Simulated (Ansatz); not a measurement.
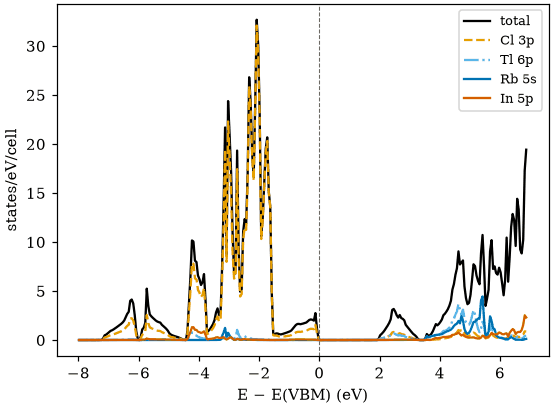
Total and projected density of states of Rb$_{2}$TlInCl$_{6}$ in space group Fm-3m (No. 225; Rb on 8c, Tl on 4b, In on 4a, Cl on 24e), LDA (plane waves, PAW; program Ansatz)

**Question.** Which orbitals carry the states next to the gap?

**Answer.** Top 1 eV of the valence band: Cl 3p 53 %, Tl 6s 37 %. Bottom 1 eV of the conduction band: In 5s 36 %, Cl 3p 26 %, Tl 6p 22 %, Cl 3s 7 %, outside the projected shells 6 %. Projections are on Löwdin-orthogonalised atomic valence shells; empty p or d shells of many metals are not among them.

**Question.** Where is the tallest occupied peak in this window, and what makes it?

**Answer.** Near -2.1 eV, about 33 states/eV per cell; the largest projected share is Cl 3p.

The workflow started from a Materials Project entry (that database holds measured and hypothetical structures alike); the Crystallography Open Database copy checked does not list it. Whether it is the stable phase at ambient conditions was not checked. Symmetry was held in the LDA relaxation. At this level the phase is dynamically unstable (imaginary phonons). Scalar-relativistic: spin–orbit coupling is off unless named, which matters more the heavier the elements.

Potentials: the later of the program's two PAW sets.
